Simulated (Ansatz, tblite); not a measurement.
# BMe2H (C₂H₇B): spin states and exact exchange

Aim: set other spin states of BMe2H (C₂H₇B) against its singlet, on many levels of theory.

Computed with Ansatz 0.2.0, Gaussian basis. Level: as each input shows.

Levels to be run: triplet, at the geometry of the singlet (GFN1-xTB, GFN2-xTB, PBE0-D4/def2-TZVP, PBE-D4/def2-TZVP, r2SCAN-D4/def2-TZVP); the singlet's energies come from earlier runs.

1 further run of the same task is left out (it didn't finish).

## 1. The geometry

The singlet was relaxed beforehand with PBE-D4/def2-TZVP.

10 atoms, charge 0, spin multiplicity 1.

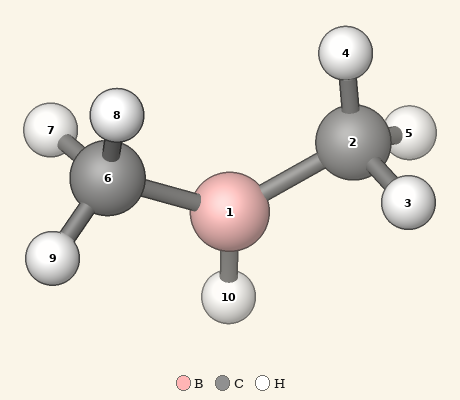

The geometry (boron pink, carbon grey, hydrogen white); atoms are numbered from 1 in the order of the file.

## 2. Triplet at the fixed geometry, GFN1-xTB

Tight binding, by tblite at 300 K electronic temperature and without a spin-polarisation term:

```python
tblite.interface.Calculator('GFN1-xTB', numbers, positions, charge=0, uhf=2).singlepoint()
```

Energy -250.4858 eV; 0.009 s.

## 3. Triplet at the fixed geometry, GFN2-xTB

Tight binding, by tblite at 300 K electronic temperature and without a spin-polarisation term:

```python
tblite.interface.Calculator('GFN2-xTB', numbers, positions, charge=0, uhf=2).singlepoint()
```

Energy -241.3799 eV; 0.007 s.

## 4. Triplet at the fixed geometry, PBE0-D4/def2-TZVP

Input file in.yaml:

```yaml
crystal:
  periodic: [false, false, false]
  atoms:
    - {symbol: B, position_ang: [-0.287171, -0.490185, -0.015133]}
    - {symbol: C, position_ang: [1.273088, -0.552682, -0.001273]}
    - {symbol: H, position_ang: [1.549880, -0.817431, 1.040397]}
    - {symbol: H, position_ang: [1.784092, 0.393560, -0.232002]}
    - {symbol: H, position_ang: [1.692370, -1.364040, -0.615354]}
    - {symbol: C, position_ang: [-1.100686, 0.842742, 0.006376]}
    - {symbol: H, position_ang: [-1.478154, 0.981900, -1.027692]}
    - {symbol: H, position_ang: [-0.523234, 1.744174, 0.258423]}
    - {symbol: H, position_ang: [-2.008443, 0.795219, 0.627397]}
    - {symbol: H, position_ang: [-0.901743, -1.533247, -0.041138]}
basis:
  gaussian: {orbitals: def2-TZVP}
magnetization: {spin_polarized: true, initial_magnetization: 2}
hamiltonian: {xc: pbe0, dispersion: d4}
scf: {omitted_lower_state_checks: [starts]}
output: {orbitals: {seedname: orbitals}}
```

Started as:

```
$ ansatz run in.yaml --threads 4 --pin off --events-out ev --progress --plain --max-ram 3916MiB
```

Standard output:

```text
Functional definition: PBE0
  name "PBE0"
  cite "Adamo & Barone, J. Chem. Phys. 110, 6158 (1999) doi:10.1063/1.478522"
  cite "Perdew, Burke & Ernzerhof, Phys. Rev. Lett. 77, 3865 (1996) doi:10.1103/PhysRevLett.77.3865"
  parent pbe
  parameter a = 0.25
  parameter kappa = 0.804
  parameter beta = 0.06672455060314922
  exchange = (1 - a)*pbe_x(kappa = kappa, mu = beta*pi^2/3) + a*exact_x
  correlation = pbe_c(beta = beta)
these checks for a lower state are left out or cut short: starts
837 factors; their error is unknown
mean field evaluation 1: about -2847.1512 eV, gradient 4.3e1 eV
mean field evaluation 2: about -2839.7552 eV, gradient 5.4e1 eV
mean field evaluation 4: about -2856.1461 eV, gradient 2.5e0 eV
mean field evaluation 8: about -2856.1927 eV, gradient 1.1e-1 eV
mean field evaluation 16: about -2856.1827 eV, gradient 7.5e-4 eV
mean field evaluation 32: about -2856.1827 eV, gradient 1.0e-5 eV
mean field -2856.18270975 eV, -104.9627785930 hartree, gradient 1.0e-5 eV, S^2 2.005093; 0 other end points of the search recorded, 0 dependent functions left out
reference -2856.18274445 eV, -104.9627798685 hartree; 13, 11 occupied and 122, 124 virtual orbitals, 837 factors
Total energy: -2856.28367929 eV, -104.9664891553 hartree
Checks for a lower state left out: starts
```

It took 4.5 s on 4 threads of AMD EPYC 7R43, shared host.

Report: HOMO -3.33 eV, LUMO -6.39 eV (over both spins; with the spin held, an empty level of the minority spin lies below the top filled one); ⟨S²⟩ 2.005 (pure: 2.00).

## 5. Triplet at the fixed geometry, PBE-D4/def2-TZVP

start.molden holds the orbitals of an earlier run on this state, given as this run's starting guess.

in.yaml, as its differences from that of step 4:

```diff
@@ -14,5 +14,5 @@
 basis:
-  gaussian: {orbitals: def2-TZVP}
+  gaussian: {orbitals: def2-TZVP, initial_orbitals: start.molden}
 magnetization: {spin_polarized: true, initial_magnetization: 2}
-hamiltonian: {xc: pbe0, dispersion: d4}
+hamiltonian: {xc: pbe, dispersion: d4}
 scf: {omitted_lower_state_checks: [starts]}
```

The command is unchanged.

Standard output:

```text
Functional definition: PBE
  name "PBE"
  cite "Perdew, Burke & Ernzerhof, Phys. Rev. Lett. 77, 3865 (1996) doi:10.1103/PhysRevLett.77.3865"
  parent pbe
  parameter kappa = 0.804
  parameter beta = 0.06672455060314922
  exchange = pbe_x(kappa = kappa, mu = beta*pi^2/3)
  correlation = pbe_c(beta = beta)
these checks for a lower state are left out or cut short: starts
837 factors; their error is unknown
mean field evaluation 1: about -2855.6703 eV, gradient 4.5e0 eV
mean field evaluation 2: about -2855.7389 eV, gradient 9.2e-2 eV
mean field evaluation 4: about -2855.7202 eV, gradient 1.1e-3 eV
mean field evaluation 8: about -2855.7202 eV, gradient 6.6e-5 eV
mean field -2855.72016692 eV, -104.9457804576 hartree, gradient 5.9e-6 eV, S^2 2.003400; 0 other end points of the search recorded, 0 dependent functions left out
reference -2855.72021361 eV, -104.9457821735 hartree; 13, 11 occupied and 122, 124 virtual orbitals, 837 factors
Total energy: -2855.84188161 eV, -104.9502533901 hartree
Checks for a lower state left out: starts
```

It took 2 s on 4 threads of AMD EPYC 7R43, shared host.

From the report: HOMO -2.25 eV, LUMO -7.25 eV (over both spins; with the spin held, an empty level of the minority spin lies below the top filled one); ⟨S²⟩ 2.003 (pure: 2.00).

## 6. Triplet at the fixed geometry, r2SCAN-D4/def2-TZVP

in.yaml, as its differences from that of step 5:

```diff
@@ -16,3 +16,3 @@
 magnetization: {spin_polarized: true, initial_magnetization: 2}
-hamiltonian: {xc: pbe, dispersion: d4}
+hamiltonian: {xc: r2scan, dispersion: d4}
 scf: {omitted_lower_state_checks: [starts]}
```

Launched as before.

Standard output:

```text
Functional definition: r2SCAN
  name "r2SCAN"
  cite "Furness, Kaplan, Ning, Perdew & Sun, J. Phys. Chem. Lett. 11, 8208 (2020) doi:10.1021/acs.jpclett.0c02405"
  cite "Furness, Kaplan, Ning, Perdew & Sun, J. Phys. Chem. Lett. 11, 9248 (2020) doi:10.1021/acs.jpclett.0c03077"
  parent r2scan
  parameter k0 = 0.174
  parameter k1 = 0.065
  parameter a1 = 4.9479
  exchange = r2scan_x(k0 = k0, k1 = k1, a1 = a1)
  correlation = r2scan_c
these checks for a lower state are left out or cut short: starts
837 factors; their error is unknown
mean field evaluation 1: about -2858.2255 eV, gradient 2.7e0 eV
mean field evaluation 2: about -2858.2577 eV, gradient 4.1e-2 eV
mean field evaluation 4: about -2858.2403 eV, gradient 4.4e-4 eV
mean field evaluation 8: about -2858.2403 eV, gradient 6.6e-5 eV
mean field -2858.24027255 eV, -105.0383926314 hartree, gradient 2.2e-5 eV, S^2 2.007776; 0 other end points of the search recorded, 0 dependent functions left out
reference -2858.24028876 eV, -105.0383932271 hartree; 13, 11 occupied and 122, 124 virtual orbitals, 837 factors
Total energy: -2858.27060763 eV, -105.0395074250 hartree
Checks for a lower state left out: starts
```

It took 3.3 s on 4 threads of AMD EPYC 7R43, shared host.

HOMO -2.54 eV, LUMO -7.09 eV (over both spins; with the spin held, an empty level of the minority spin lies below the top filled one); ⟨S²⟩ 2.008 (pure: 2.00).

## 7. Triplet less singlet, vertical

The singlet's energies are those of its earlier runs, whose logs aren't repeated here.

```csv
level,"triplet less singlet, vertical (kJ/mol)",time
GFN1-xTB,+523.4,0.016 s
GFN2-xTB,+506.2,0.012 s
PBE-D4/def2-TZVP,+505.9,2.9 s
r2SCAN-D4/def2-TZVP,+513.2,4.9 s
PBE0-D4/def2-TZVP,+533.6,6 s
```

Times add the two runs; a level without a time comes out of a correlated run. Tight binding without a spin term can't rank spin states.

## 8. Results

```
                                                quantity                                       value
triplet less singlet, vertical, functionals in def2-TZVP  +505.9 (PBE-D4) to +533.6 kJ/mol (PBE0-D4)
```

**Reading.** All functionals put the triplet above the singlet, over a spread of 27.7 kJ/mol. The checks for a lower triplet were left out, so another state of that spin may lie lower. These are electronic energies, without zero-point motion, entropy or surroundings.
